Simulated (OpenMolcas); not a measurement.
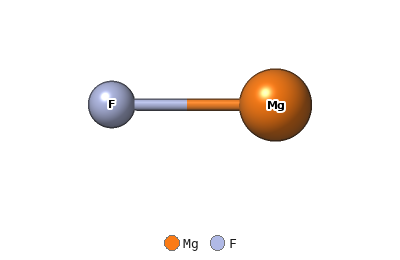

Fig. 1: The molecule at the reference distance of 1.725 Å.

Relativistic diatomic calculation for MgF⁺ (part 1 of 2)

System: MgF⁺.
Method: SA-CASSCF(6,7)/XMS-CASPT2 + RASSI spin-orbit (X2C scalar, AMFI), ANO-RCC-VTZP (OpenMolcas).

Summary:

- outcome: converged; components of a degenerate state are split by 34 cm⁻¹
- lowest spin-free state: ¹Σ
- lowest spin-orbit level: Ω = 0, −299.70438 hartree
- next level: Ω = 2, 38,980 cm⁻¹
- hardware: 1 thread of Intel Xeon (Granite Rapids), 128 GiB of memory available, shared host
- wall time: 18 s

Remarks:

Limits: the two components of ¹Δ at 8.69 eV, degenerate in CASSCF as they must be, are split by 34 cm⁻¹ in XMS-CASPT2, an artefact that passes into its spin-orbit levels.

The input:
```
&GATEWAY
Coord
2
angstrom
Mg 0.0 0.0 0.0
F 0.0 0.0 1.7250
Basis=ANO-RCC-VTZP
Group=XY
RX2C
AMFI
ANGMom
0.0 0.0 0.0
RICD
&SEWARD
&GUESSORB
&RASSCF
FileOrb=$CurrDir/o11.orb
Symmetry=1
Spin=1
nActEl=6 0 0
Inactive=5 2
RAS2=3 4
CIRoot=5 5 1
Linear
Iterations=120 100
OrbListing=Nothing
PRWF=0.15
>>COPY $Project.RasOrb $CurrDir/o11.orb
>>COPY $Project.rasscf.h5 $CurrDir/r11.h5
&CASPT2
XMultistate=all
Imaginary=0.2
IPEA=0.25
MaxIter=40
>>COPY $Project.JobMix JOB001
&RASSCF
CIOnly
FileOrb=$CurrDir/ref.orb
Symmetry=2
Spin=3
nActEl=6 0 0
Inactive=5 2
RAS2=3 4
CIRoot=2 2 1
Linear
Iterations=120 100
OrbListing=Nothing
PRWF=0.15
>>COPY $Project.RasOrb $CurrDir/o32.orb
>>COPY $Project.rasscf.h5 $CurrDir/r32.h5
&CASPT2
XMultistate=all
Imaginary=0.2
IPEA=0.25
MaxIter=40
>>COPY $Project.JobMix JOB002
&RASSCF
CIOnly
FileOrb=$CurrDir/ref.orb
Symmetry=2
Spin=1
nActEl=6 0 0
Inactive=5 2
RAS2=3 4
CIRoot=2 2 1
Linear
Iterations=120 100
OrbListing=Nothing
PRWF=0.15
>>COPY $Project.RasOrb $CurrDir/o12.orb
>>COPY $Project.rasscf.h5 $CurrDir/r12.h5
&CASPT2
XMultistate=all
Imaginary=0.2
IPEA=0.25
MaxIter=40
>>COPY $Project.JobMix JOB003
&RASSCF
FileOrb=$CurrDir/o31.orb
Symmetry=1
Spin=3
nActEl=6 0 0
Inactive=5 2
RAS2=3 4
CIRoot=5 5 1
Linear
Iterations=120 100
OrbListing=Nothing
PRWF=0.15
>>COPY $Project.RasOrb $CurrDir/o31.orb
>>COPY $Project.rasscf.h5 $CurrDir/r31.h5
&CASPT2
XMultistate=all
Imaginary=0.2
IPEA=0.25
MaxIter=40
>>COPY $Project.JobMix JOB004
&RASSI
Nr of JobIphs=4 5 2 2 5
1 2 3 4 5
1 2
1 2
1 2 3 4 5
SpinOrbit
EJob
Omega
MEES
MESO
Properties=4
'AngMom' 3 'Mltpl  1' 1 'Mltpl  1' 2 'Mltpl  1' 3
Thrs=1.0d-4
>>COPY $Project.rassi.h5 $CurrDir/so.h5
```

The first orbital files come from an earlier step.

Run as:
```bash
pymolcas m.inp (one call a module block, same work directory)
```

The program's output (extracts):
```
++    Wave function specifications:
      Number of closed shell electrons          14
      Number of electrons in active shells       6
      Number of inactive orbitals                7
      Number of active orbitals                  7
      Number of secondary orbitals              50
      Spin quantum number                      0.0
      State symmetry                             1
++    Orbital specifications:
      Symmetry species                           1   2
                                                 a   b
      Frozen orbitals                            0   0
      Inactive orbitals                          5   2
      Active orbitals                            3   4
      RAS2 orbitals                              3   4
      Secondary orbitals                        26  24
      Number of basis functions                 34  30
      printout of CI-coefficients larger than  0.15 for root  1
      energy=    -299.268848
      conf/sym  111 2222     Coeff  Weight
            80  200 2200   0.91852 0.84368
            82  200 u2d0  -0.17907 0.03207
            86  200 2u0d   0.17907 0.03207
           140  u0d 2200   0.26583 0.07067
      printout of CI-coefficients larger than  0.15 for root  2
      energy=    -299.090723
      conf/sym  111 2222     Coeff  Weight
            80  200 2200  -0.19748 0.03900
            82  200 u2d0   0.18149 0.03294
            86  200 2u0d  -0.18149 0.03294
           140  u0d 2200   0.93924 0.88217
      printout of CI-coefficients larger than  0.15 for root  3
      energy=    -299.004066
      conf/sym  111 2222     Coeff  Weight
            81  200 2ud0  -0.16691 0.02786
            82  200 u2d0  -0.68254 0.46586
            86  200 2u0d  -0.68254 0.46586
            87  200 u20d   0.16692 0.02786
      printout of CI-coefficients larger than  0.15 for root  4
      energy=    -299.004066
      conf/sym  111 2222     Coeff  Weight
            81  200 2ud0   0.68254 0.46586
            82  200 u2d0  -0.16692 0.02786
            86  200 2u0d  -0.16692 0.02786
            87  200 u20d  -0.68254 0.46586
      printout of CI-coefficients larger than  0.15 for root  5
      energy=    -299.002701
      conf/sym  111 2222     Coeff  Weight
            81  200 2ud0   0.70321 0.49450
            87  200 u20d   0.70320 0.49450
      Natural orbitals and occupation numbers for root  1
      sym 1:   1.968283   0.001329   0.030600
      sym 2:   1.983323   1.983323   0.016570   0.016570
      Natural orbitals and occupation numbers for root  2
      sym 1:   1.302990   0.001830   0.695488
      sym 2:   1.962548   1.962548   0.037298   0.037298
      Natural orbitals and occupation numbers for root  3
      sym 1:   1.991723   0.008049   0.000343
      sym 2:   1.499665   1.499664   0.500278   0.500278
      Natural orbitals and occupation numbers for root  4
      sym 1:   1.991723   0.008049   0.000343
      sym 2:   1.499663   1.499666   0.500276   0.500280
      Natural orbitals and occupation numbers for root  5
      sym 1:   1.991792   0.008058   0.000234
      sym 2:   1.499654   1.499651   0.500308   0.500304
      RASSCF energy for state  5                   -299.00270126
::    RASSCF root number  1 Total energy:   -299.26884792
::    RASSCF root number  2 Total energy:   -299.09072340
::    RASSCF root number  3 Total energy:   -299.00406600
::    RASSCF root number  4 Total energy:   -299.00406600
::    RASSCF root number  5 Total energy:   -299.00270126
      Von Neumann Entropy (Root   1) =  0.26052
++    Wave function specifications:
      Number of closed shell electrons           8
      Number of electrons in active shells       6
      Number of inactive orbitals                4
      Number of active orbitals                  7
      Number of secondary orbitals              50
      Spin quantum number                      0.0
      State symmetry                             1
      Number of CSFs                           254
      Number of CASSCF root(s) available         5
      CASPT2 state passed to geometry opt.       5
      A file JOBMIX will be created
      This is a MULTI-STATE CASSCF reference
      Number of CI roots used                    5
      These are:                                 1   2   3   4   5
      Off-diagonal elements of Heff are computed
  FINAL CASPT2 RESULT:
      Reference energy:        -299.2688479167
      E2 (Non-variational):      -0.4363379753
      Shift correction:          -0.0012473406
      E2 (Variational):          -0.4375853159
      Total energy:            -299.7064332326
      Reference weight:           0.92967
  FINAL CASPT2 RESULT:
      Reference energy:        -299.0907233958
      E2 (Non-variational):      -0.3937316902
      Shift correction:          -0.0005093052
      E2 (Variational):          -0.3942409954
      Total energy:            -299.4849643912
      Reference weight:           0.94990
  FINAL CASPT2 RESULT:
      Reference energy:        -299.0040659995
      E2 (Non-variational):      -0.3799943660
      Shift correction:          -0.0008711067
      E2 (Variational):          -0.3808654726
      Total energy:            -299.3849314722
      Reference weight:           0.95000
  FINAL CASPT2 RESULT:
      Reference energy:        -299.0040659995
      E2 (Non-variational):      -0.3801460797
      Shift correction:          -0.0008760651
      E2 (Variational):          -0.3810221448
      Total energy:            -299.3850881443
      Reference weight:           0.94990
  FINAL CASPT2 RESULT:
      Reference energy:        -299.0027012566
      E2 (Non-variational):      -0.3799994716
      Shift correction:          -0.0008162558
      E2 (Variational):          -0.3808157274
      Total energy:            -299.3835169840
      Reference weight:           0.95035
       Total XMS-CASPT2 energies:
::    XMS-CASPT2 Root  1     Total energy:   -299.70438337
::    XMS-CASPT2 Root  2     Total energy:   -299.48701425
::    XMS-CASPT2 Root  3     Total energy:   -299.38508815
::    XMS-CASPT2 Root  4     Total energy:   -299.38493147
::    XMS-CASPT2 Root  5     Total energy:   -299.38351698
++    Wave function specifications:
      Number of closed shell electrons          14
      Number of electrons in active shells       6
      Number of inactive orbitals                7
      Number of active orbitals                  7
      Number of secondary orbitals              50
      Spin quantum number                      1.0
      State symmetry                             2
      printout of CI-coefficients larger than  0.15 for root  1
      energy=    -299.145088
      conf/sym  111 2222     Coeff  Weight
            19  20u 2u00  -0.99366 0.98737
      printout of CI-coefficients larger than  0.15 for root  2
      energy=    -299.145088
      conf/sym  111 2222     Coeff  Weight
            82  20u u200   0.99366 0.98737
      Natural orbitals and occupation numbers for root  1
      sym 1:   1.991829   0.007556   0.999567
      sym 2:   1.998958   1.000169   0.001015   0.000907
      Natural orbitals and occupation numbers for root  2
      sym 1:   1.991829   0.007556   0.999567
      sym 2:   1.000169   1.998958   0.000907   0.001015
      RASSCF energy for state  2                   -299.14508791
::    RASSCF root number  1 Total energy:   -299.14508791
::    RASSCF root number  2 Total energy:   -299.14508791
      Von Neumann Entropy (Root   1) =  1.04769
++    Wave function specifications:
      Number of closed shell electrons           8
      Number of electrons in active shells       6
      Number of inactive orbitals                4
      Number of active orbitals                  7
      Number of secondary orbitals              50
      Spin quantum number                      1.0
      State symmetry                             2
      Number of CSFs                           300
      Number of CASSCF root(s) available         2
      CASPT2 state passed to geometry opt.       2
      A file JOBMIX will be created
      This is a MULTI-STATE CASSCF reference
      Number of CI roots used                    2
      These are:                                 1   2
      Off-diagonal elements of Heff are computed
  FINAL CASPT2 RESULT:
      Reference energy:        -299.1450879712
      E2 (Non-variational):      -0.3806597679
      Shift correction:          -0.0004242297
      E2 (Variational):          -0.3810839976
      Total energy:            -299.5261719688
      Reference weight:           0.95332
  FINAL CASPT2 RESULT:
      Reference energy:        -299.1450879708
      E2 (Non-variational):      -0.3806597682
      Shift correction:          -0.0004242297
      E2 (Variational):          -0.3810839979
      Total energy:            -299.5261719687
      Reference weight:           0.95332
       Total XMS-CASPT2 energies:
::    XMS-CASPT2 Root  1     Total energy:   -299.52617197
::    XMS-CASPT2 Root  2     Total energy:   -299.52617197
++    Wave function specifications:
      Number of closed shell electrons          14
      Number of electrons in active shells       6
      Number of inactive orbitals                7
      Number of active orbitals                  7
      Number of secondary orbitals              50
      Spin quantum number                      0.0
      State symmetry                             2
      printout of CI-coefficients larger than  0.15 for root  1
      energy=    -299.142309
      conf/sym  111 2222     Coeff  Weight
            53  20u 2d00  -0.99336 0.98676
      printout of CI-coefficients larger than  0.15 for root  2
      energy=    -299.142309
      conf/sym  111 2222     Coeff  Weight
            54  20u d200   0.99336 0.98676
      Natural orbitals and occupation numbers for root  1
      sym 1:   1.992341   0.007449   0.999924
      sym 2:   1.998847   0.999888   0.001111   0.000441
      Natural orbitals and occupation numbers for root  2
      sym 1:   1.992341   0.007449   0.999924
      sym 2:   0.999888   1.998847   0.000441   0.001111
      RASSCF energy for state  2                   -299.14230933
::    RASSCF root number  1 Total energy:   -299.14230933
::    RASSCF root number  2 Total energy:   -299.14230933
      Von Neumann Entropy (Root   1) =  1.04512
++    Wave function specifications:
      Number of closed shell electrons           8
      Number of electrons in active shells       6
      Number of inactive orbitals                4
      Number of active orbitals                  7
      Number of secondary orbitals              50
      Spin quantum number                      0.0
      State symmetry                             2
      Number of CSFs                           236
      Number of CASSCF root(s) available         2
      CASPT2 state passed to geometry opt.       2
      A file JOBMIX will be created
      This is a MULTI-STATE CASSCF reference
      Number of CI roots used                    2
      These are:                                 1   2
      Off-diagonal elements of Heff are computed
  FINAL CASPT2 RESULT:
      Reference energy:        -299.1423093842
      E2 (Non-variational):      -0.3808825470
      Shift correction:          -0.0004070281
      E2 (Variational):          -0.3812895751
      Total energy:            -299.5235989593
      Reference weight:           0.95331
  FINAL CASPT2 RESULT:
      Reference energy:        -299.1423093838
      E2 (Non-variational):      -0.3808825473
      Shift correction:          -0.0004070281
      E2 (Variational):          -0.3812895754
      Total energy:            -299.5235989592
      Reference weight:           0.95331
       Total XMS-CASPT2 energies:
::    XMS-CASPT2 Root  1     Total energy:   -299.52359896
::    XMS-CASPT2 Root  2     Total energy:   -299.52359896
++    Wave function specifications:
      Number of closed shell electrons          14
      Number of electrons in active shells       6
      Number of inactive orbitals                7
      Number of active orbitals                  7
      Number of secondary orbitals              50
      Spin quantum number                      1.0
      State symmetry                             1
      printout of CI-coefficients larger than  0.15 for root  1
      energy=    -299.110232
      conf/sym  111 2222     Coeff  Weight
           112  u0u 2200   0.99773 0.99547
      printout of CI-coefficients larger than  0.15 for root  2
      energy=    -299.016083
      conf/sym  111 2222     Coeff  Weight
            50  200 2u0u   0.70458 0.49643
           130  200 u2u0  -0.70458 0.49643
      printout of CI-coefficients larger than  0.15 for root  3
      energy=    -299.011572
      conf/sym  111 2222     Coeff  Weight
            50  200 2u0u  -0.70357 0.49501
           130  200 u2u0  -0.70357 0.49501
      printout of CI-coefficients larger than  0.15 for root  4
      energy=    -299.011572
      conf/sym  111 2222     Coeff  Weight
            49  200 2uu0  -0.70357 0.49501
           132  200 u20u   0.70357 0.49501
      printout of CI-coefficients larger than  0.15 for root  5
      energy=    -299.007190
      conf/sym  111 2222     Coeff  Weight
            49  200 2uu0  -0.70555 0.49781
           132  200 u20u  -0.70555 0.49781
      Natural orbitals and occupation numbers for root  1
      sym 1:   1.002840   0.000802   0.996674
      sym 2:   1.997820   1.997820   0.002022   0.002022
      Natural orbitals and occupation numbers for root  2
      sym 1:   1.989952   0.006991   0.003123
      sym 2:   1.501228   1.501228   0.498739   0.498739
      Natural orbitals and occupation numbers for root  3
      sym 1:   1.993080   0.006832   0.000154
      sym 2:   1.499698   1.499698   0.500268   0.500268
      Natural orbitals and occupation numbers for root  4
      sym 1:   1.993080   0.006832   0.000154
      sym 2:   1.499698   1.499698   0.500268   0.500268
      Natural orbitals and occupation numbers for root  5
      sym 1:   1.993027   0.006850   0.000502
      sym 2:   1.499584   1.499584   0.500227   0.500226
      RASSCF energy for state  5                   -299.00718953
::    RASSCF root number  1 Total energy:   -299.11023207
::    RASSCF root number  2 Total energy:   -299.01608259
::    RASSCF root number  3 Total energy:   -299.01157198
::    RASSCF root number  4 Total energy:   -299.01157198
::    RASSCF root number  5 Total energy:   -299.00718953
      Von Neumann Entropy (Root   1) =  1.02788
++    Wave function specifications:
      Number of closed shell electrons           8
      Number of electrons in active shells       6
      Number of inactive orbitals                4
      Number of active orbitals                  7
      Number of secondary orbitals              50
      Spin quantum number                      1.0
      State symmetry                             1
      Number of CSFs                           288
      Number of CASSCF root(s) available         5
      CASPT2 state passed to geometry opt.       5
      A file JOBMIX will be created
      This is a MULTI-STATE CASSCF reference
      Number of CI roots used                    5
      These are:                                 1   2   3   4   5
      Off-diagonal elements of Heff are computed
  FINAL CASPT2 RESULT:
      Reference energy:        -299.1102320607
      E2 (Non-variational):      -0.3934979344
      Shift correction:          -0.0004055252
      E2 (Variational):          -0.3939034596
      Total energy:            -299.5041355203
      Reference weight:           0.95134
  FINAL CASPT2 RESULT:
      Reference energy:        -299.0160825824
      E2 (Non-variational):      -0.3742006872
      Shift correction:          -0.0003839422
      E2 (Variational):          -0.3745846294
      Total energy:            -299.3906672118
      Reference weight:           0.95493
  FINAL CASPT2 RESULT:
      Reference energy:        -299.0115719657
      E2 (Non-variational):      -0.3735474844
 SPIN-FREE ENERGIES:
  (Shifted by EMIN (a.u.) =       -299.7043833723)
 SF State       Relative EMIN(au)   Rel lowest level(eV)    D:o, cm**(-1)      Abs_M
     1             0.0000000000        0.0000000000              0.0000         0.0
     6             0.1782114036        4.8493793364          39112.8821         1.0
     7             0.1782114036        4.8493793364          39112.8821         1.0
     8             0.1807844131        4.9193944914          39677.5924         1.0
     9             0.1807844131        4.9193944914          39677.5924         1.0
    10             0.2002359743        5.4486984365          43946.7166         0.0
     2             0.2173691209        5.9149151073          47707.0077         0.0
    11             0.3137280384        8.5369748281          68855.3456         0.0
    12             0.3188750233        8.6770314238          69984.9782         2.0
    13             0.3189106950        8.6780020986          69992.8072         2.0
     3             0.3192952267        8.6884657393          70077.2022         2.0
     4             0.3194519016        8.6927290802          70111.5883         2.0
     5             0.3208663884        8.7312192269          70422.0323         0.0
    14             0.3229958914        8.7891659569          70889.4042         0.0
```

(Continued in part 2.)
